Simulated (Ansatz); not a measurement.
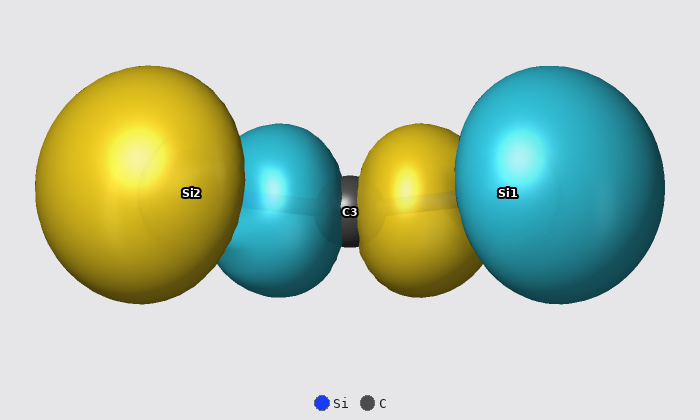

Figure 1: CSi2. One frontier orbital at ±0.15 Å⁻³ᐟ² (yellow and cyan are the two phases), seen from one side.

Geometry: PBE0-D4/def2-TZVP.

All numbers below come from Ansatz 0.2.0, RKS PBE0-D4/def2-TZVP.

Q: Which orbital is it: HOMO or LUMO?

A: The HOMO, at −7.16 eV. By Hirshfeld shares it lies mainly on Si1 (about 35 %), Si2 (about 35 %) and C3 (about 25 %); it is symmetric in the molecular plane (an in-plane orbital: σ, lone-pair or in-plane π type).
